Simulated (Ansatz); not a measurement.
**BBrFH₃Si: how energies converge with the basis set**

Aim: see how fast density functionals converge with the basis set for BBrFH₃Si.

Program: Ansatz 0.2.0, Gaussian basis. Level of theory: one geometry, several basis sets. These are calculated values, not measurements.

Levels to be run: PBE0-D4/def2-SVP; ωB97M-V/def2-SVP; PBE0-D4/def2-QZVPP; ωB97M-V/def2-QZVPP; the functionals' def2-TZVPP values are taken from earlier runs.

### 1 Structure used throughout

All runs share one geometry, relaxed beforehand with PBE0-D4 in a triple-zeta def2 set.

SMILES `B[SiH](F)Br`, 7 atoms, charge 0, spin multiplicity 1.

Atoms are counted from 1 here; the program's logs count them from 0.

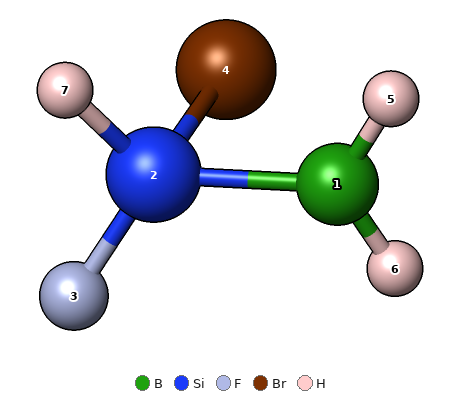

The structure; boron green, silicon blue, fluorine light blue, bromine brown, hydrogen pink; atoms are numbered from 1 in the order of the file.

Coordinates:

```
B    -0.19198    0.79300    0.79105
Si    0.48482   -0.34388   -0.64267
F     0.27773    0.05349   -2.16958
Br   -1.30079   -1.52182    0.10500
H     0.17000    0.58771    1.90865
H    -1.05233    1.58319    0.55406
H     1.67384   -1.21979   -0.59222
```

### 2 PBE0-D4 in def2-SVP

in.yaml reads:

```yaml
crystal:
  periodic: [false, false, false]
  atoms:
    - {symbol: B, position_ang: [-0.191983, 0.793005, 0.791053]}
    - {symbol: Si, position_ang: [0.484821, -0.343885, -0.642668]}
    - {symbol: F, position_ang: [0.277733, 0.053488, -2.169580]}
    - {symbol: Br, position_ang: [-1.300794, -1.521816, 0.104998]}
    - {symbol: H, position_ang: [0.170005, 0.587708, 1.908654]}
    - {symbol: H, position_ang: [-1.052326, 1.583190, 0.554062]}
    - {symbol: H, position_ang: [1.673844, -1.219790, -0.592217]}
basis:
  gaussian: {orbitals: def2-SVP}
hamiltonian: {xc: pbe0, dispersion: d4}
output: {orbitals: {seedname: orbitals}}
```

Started as:

```bash
> ansatz run in.yaml --threads 2 --pin off --events-out ev --progress --plain --max-ram 4352MiB
```

Further steps of the session: ωB97M-V in def2-SVP; PBE0-D4 in def2-QZVPP; ωB97M-V in def2-QZVPP.

Q: Predict the results of all the runs planned. Wanted: PBE0-D4: double and triple zeta above quadruple; ωB97M-V: double and triple zeta above quadruple.

The runs gave:

| quantity | value |
| --- | --- |
| PBE0-D4: double and triple zeta above quadruple | 17.58, 1.90 eV |
| ωB97M-V: double and triple zeta above quadruple | 17.59, 1.81 eV |

PBE0-D4 gains 15.68 eV from double to triple zeta, then 1.90 eV more. These are total energies; as a rule much of such shifts cancels in differences, which this series doesn't test.
